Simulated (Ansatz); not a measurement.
**SiHBr (triplet): the correlation ladder, cc-pVDZ**

How much of the correlation energy of SiHBr (triplet) does each wave-function method recover here?

The runs use Ansatz 0.2.0, Gaussian basis; cc-pVDZ, core rule «outside noble gas», up to 19 orbitals frozen.

Plan: UHF; CCSD(T) on ROHF; CCSD(T) on UHF; BCCD(T) on ROHF; CISD; CCSDT(Q) on ROHF; CCSDT(Q) on UHF; CASSCF and MRCISD+Q, 12 electrons in 9 orbitals; CASSCF and NEVPT2, 12 electrons in 9 orbitals.

21 further runs of the same task are left out: 11 that didn't finish, 10 set aside as unsound or not needed.

## 1. The system

The geometry is a PBE0/def2-TZVP stationary point (not a proven minimum) of the parent state, kept for this charge and spin. No spin-orbit coupling is included. The filled d shell of Br may be among the frozen orbitals whatever the setting's name suggests; the logs give the count.

3 atoms, charge 0, spin multiplicity 3.

Atoms are counted from 1 here; the program's logs count them from 0.

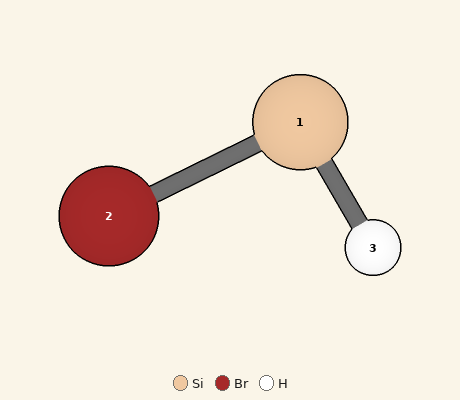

The geometry (silicon light orange, bromine red, hydrogen white); atoms are numbered from 1 in the order of the file.

## 2. UHF

Contents of in.yaml:

```yaml
crystal:
  periodic: [false, false, false]
  atoms:
    - {symbol: Si, position_ang: [0.000000, -0.096101, 1.642041]}
    - {symbol: Br, position_ang: [0.000000, 0.015864, -0.600171]}
    - {symbol: H, position_ang: [0.000000, 1.420182, 1.824017]}
basis:
  gaussian: {orbitals: cc-pVDZ}
magnetization: {spin_polarized: true, initial_magnetization: 2}
hamiltonian: {xc: hf}
output: {orbitals: {seedname: orbitals}}
```

On the command line:

```
$ ansatz run in.yaml --threads 1 --pin off --events-out ev --progress --plain --max-ram 2393MiB
```

The runs that follow: CCSD(T) on ROHF; CCSD(T) on UHF; BCCD(T) on ROHF; CISD; CCSDT(Q) on ROHF; CCSDT(Q) on UHF; CASSCF and MRCISD+Q, 12 electrons in 9 orbitals; CASSCF and NEVPT2, 12 electrons in 9 orbitals.

**Question.** What will the summary of the whole plan be? Wanted: UCCSDT(Q) below the RHF energy; RMP2 from UCCSDT(Q); UMP2 from UCCSDT(Q); RCCSD from UCCSDT(Q); RCCSD(T) from UCCSDT(Q); UCCSD(T) from UCCSDT(Q); RCCSDT(Q) from UCCSDT(Q); NEVPT2 valence from UCCSDT(Q); MRCISD+Q valence from UCCSDT(Q).

As calculated:

```
                         quantity                                                   value
   UCCSDT(Q) below the RHF energy                                              -5.7903 eV
              RMP2 from UCCSDT(Q)                                         +20.91 kcal/mol
              UMP2 from UCCSDT(Q)                                         +20.65 kcal/mol
             RCCSD from UCCSDT(Q)                                          +4.17 kcal/mol
          RCCSD(T) from UCCSDT(Q)                                          +0.87 kcal/mol
          UCCSD(T) from UCCSDT(Q)                                          +0.87 kcal/mol
         RCCSDT(Q) from UCCSDT(Q)                                          +0.05 kcal/mol
    NEVPT2 valence from UCCSDT(Q)                                         +26.24 kcal/mol
  MRCISD+Q valence from UCCSDT(Q)                                          +1.16 kcal/mol
levels within 1 kcal/mol (43 meV)  RCCSD(T), UCCSD(T), BCCD(T), RCCSDT, UCCSDT, RCCSDT(Q)
                    T1 diagnostic                                                   0.030
   effectively unpaired electrons                                                    2.01
```

In words: RCCSD(T) misses by +0.87 kcal/mol, 0.7 % of the correlation energy. One determinant dominates. Of the multireference levels listed MRCISD+Q valence comes nearest in total energy (+1.16 kcal/mol), which doesn't show that its space is the better one. These misses are within one basis, not against nature; the frozen cores of restricted and unrestricted runs differ, which can shift their rows.
